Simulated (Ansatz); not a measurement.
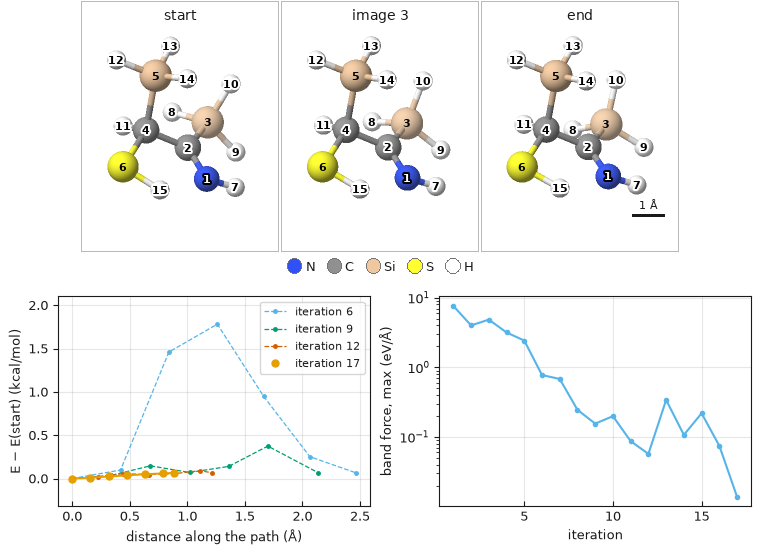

NEB run on C$_{2}$H$_{9}$NSSi$_{2}$. Images are numbered from 0 (start) to 6 (end). The plot follows the band through its iterations. Style: ball-and-stick. Shown from a free direction.

These are results of RKS B3LYP-D4/STO-3G in Ansatz 0.2.0, not measurements. Run with 5 movable images; climbing image; force threshold 0.05 eV/Å; iteration limit 58; starting path through a guess of the saddle point.

Did the band converge, and can the barrier be trusted?

Answer. The run is converged, with reservations. The band converged in 17 iterations. The largest component of the band force went from 7.6 to 0.014 eV/Å. The first iteration put the highest image at 120.55 kcal/mol. No barrier shows: the energy is highest at the end, and the end lies 0.07 kcal/mol above the start.

Limits of the set-up: STO-3G is a minimal basis, so the numbers are rough.
